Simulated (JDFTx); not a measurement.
Be(1 0 -1 0) slab cut from bulk Be (space group P6_3/mmc, indices of the conventional cell, lattice of the Materials Project entry mp-87, not re-optimised): 10 atoms in 10 planes, a 1x1 cell of 8.09 Å² (|a| = 2.265, |b| = 3.574 Å), 8.3 Å between the outermost planes, cell height 24.5 Å, 10×6×1 k mesh, Fermi smearing 0.01 Ha, no spin polarisation.

Method: PBE, GBRV ultrasoft potentials, plane waves to 20/100 Ha, in a modified build of JDFTx. Liquid on both sides: CANDLE, water, 2 M NaF; nuclei fixed, outer atoms relaxed in vacuum. SHE scale: U = −μ/e − 4.44 V, by convention. Both faces are the same ideal termination; reconstructions, overlayers and chemisorbed solvent are outside this model. At negative charge CANDLE's numbers also depend on the cell height, by up to tenths of a volt.

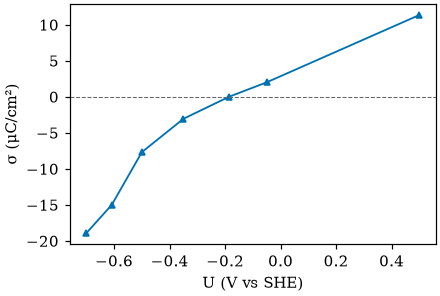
Figure: Surface charge density of Be(1 0 -1 0) against potential

Q: Read off the potential of zero charge and the mean capacitance σ/(U − U_pzc) at the computed point just above it.

A: U_pzc ≈ -0.19 V. At -0.05 V it is about 15 μF/cm².
